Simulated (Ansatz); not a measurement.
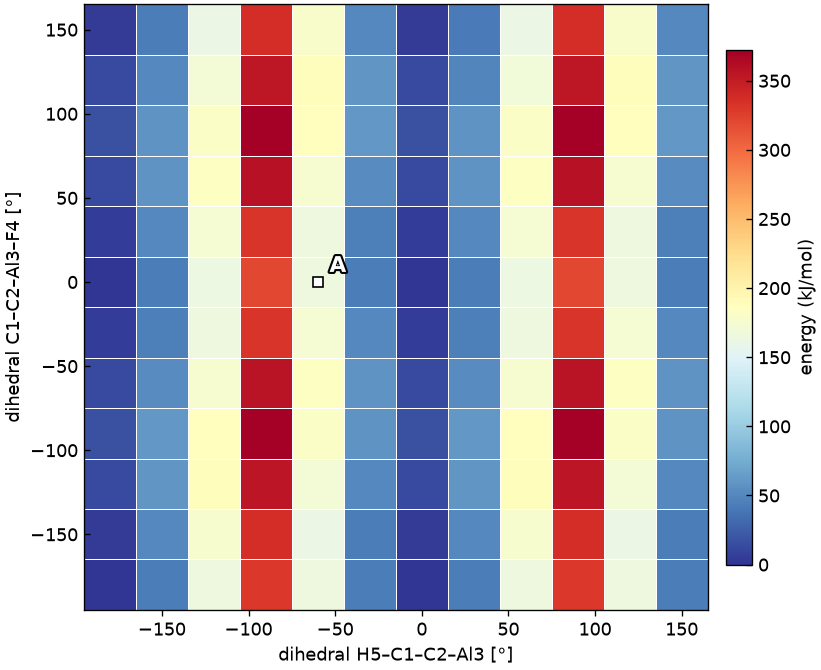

C2H4AlF, SMILES C=[CH][AlH][F]. Coordinates scanned: (1) dihedral H5–C1–C2–Al3; (2) dihedral C1–C2–Al3–F4. Nothing is relaxed (all other coordinates rigid). Grid: 12 × 12 points; 138 points were computed and 6 follow by symmetry. Points are written as (first, second). Energies are in kJ/mol, from the lowest grid point. Energies and slopes of some neighbouring points disagree (a jump in structure or state, or too coarse a mesh). The dihedral twists a double bond; near 90° a spin-restricted reference is unreliable. The calculation used RKS r2SCAN0-D4/def2-TZVP (Ansatz).

Drawn: one coloured cell a grid point, the point A.

> Is A at rest? If not, where is it pushed?

A, at (−60°, 0°), is not a stationary point. The computed force is 5.2 kJ/mol for each degree towards larger values of dihedral H5–C1–C2–Al3 and 0.19 kJ/mol for each degree towards larger values of dihedral C1–C2–Al3–F4.
